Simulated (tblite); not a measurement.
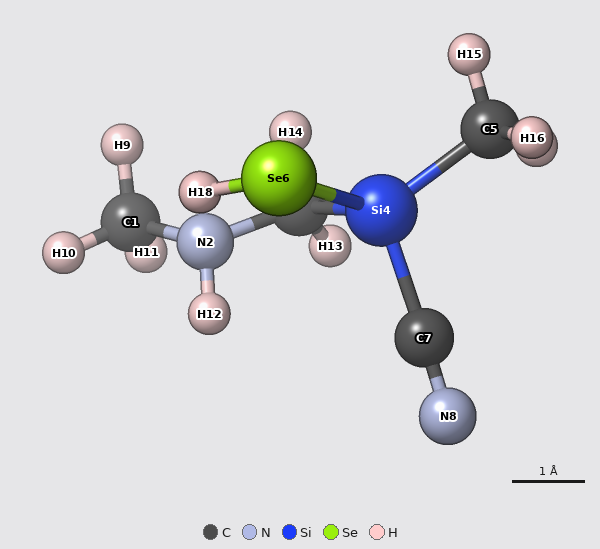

**Figure 1.** The structure as given in the input (ball-and-stick view, seen at a tilt; atoms are numbered from 1 in the order of the input). Bond lengths as drawn: C–H 1.09 to 1.10 Å, C–N 1.15 to 1.45 Å, C–Si 1.88 to 1.92 Å, H–N 1.02 Å, H–Se 1.44 Å and Se–Si 2.29 Å.

## Frequency calculation, with input and output: C₄H₁₀N₂SeSi

The run: frequency calculation of C₄H₁₀N₂SeSi. Method and program: GFN2-xTB harmonic vibrations, gas phase (tblite 0.8.0).

It belongs to a series of runs on one base structure; here: H on C replaced by NHCH3.

Log
```
mode    cm-1     km/mol
  1      41.2      5.41
  2      74.1      4.20
  3      82.2      6.39
  4      94.8      0.04
  5     109.3      1.94
  6     124.2      1.57
  7     129.8      2.42
  8     174.7      6.45
  9     224.5      2.45
 10     263.8      2.00
 11     302.2      1.17
 12     318.2      0.87
 13     353.8     33.95
 14     359.4     24.09
 15     381.4     33.15
 16     589.3     49.42
 17     619.2     54.25
 18     710.6     37.65
 19     765.4     55.18
 20     783.3     47.89
 21     830.4    181.02
 22     834.3     77.51
 23     873.6     81.39
 24     986.8      4.79
 25    1078.1     30.84
 26    1127.3     10.09
 27    1159.3      9.77
 28    1227.8     32.95
 29    1275.6      5.65
 30    1362.5     13.76
 31    1394.7     12.28
 32    1420.1      6.32
 33    1463.4      1.04
 34    1469.3      0.67
 35    1471.1      3.75
 36    1485.5      5.65
 37    1494.8      3.40
 38    1989.5     20.82
 39    2341.8     42.02
 40    2865.8     56.62
 41    2894.6    104.29
 42    2966.2     23.60
 43    3007.3     25.91
 44    3023.9     27.86
 45    3038.7     10.33
 46    3044.7     10.27
 47    3046.2     22.53
 48    3344.8     11.87
```

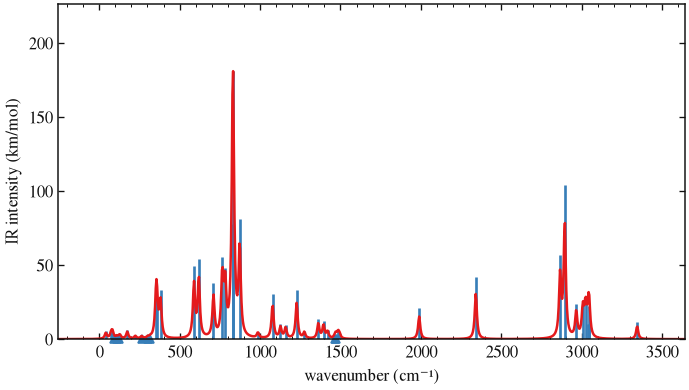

**Figure 2.** Harmonic infrared spectrum, unscaled: sticks (degenerate modes added up, dark ones marked on the axis) with a Lorentzian envelope of 16 cm⁻¹ full width, scaled to the tallest stick. 48 modes from 41 to 3345 cm⁻¹, none imaginary. The strongest line is at 830 cm⁻¹ (181 km/mol).

This output came from the following input.

Input file
```
{"job": {"kind": "ir", "xc": "GFN2-xTB", "basis": "xTB"}, "charge": 0, "multiplicity": 1}
C      2.687742     0.770438    -0.358685
N      1.253330     0.699788    -0.568814
C      0.610608    -0.414654     0.107720
Si    -1.288760    -0.128355     0.088803
C     -2.289658    -1.065284     1.400319
Se    -1.466333     2.144972     0.243168
C     -1.859583    -0.704041    -1.607492
N     -2.179349    -1.032897    -2.656953
H      2.876753     0.932671     0.702777
H      3.083721     1.616897    -0.917303
H      3.216969    -0.139495    -0.671446
H      1.058855     0.642813    -1.565457
H      0.874837    -1.387013    -0.328658
H      0.963117    -0.419207     1.141532
H     -1.987418    -0.772971     2.401703
H     -3.346046    -0.838432     1.293102
H     -2.166286    -2.139619     1.306968
H     -0.051258     2.240706    -0.022940
```

The first line tells a small driver script what to run in tblite; the rest is the geometry in Å.

Launch command:
```bash
OMP_NUM_THREADS=1 python <driver script> task.json out
```

Summary

- outcome: converged
- total energy: −662.8314 eV
- zero-point energy: 84.3730 kcal/mol
- hardware: 1 CPU thread, shared host
- wall time: 0.82 s
- peak memory: 0.18 GiB
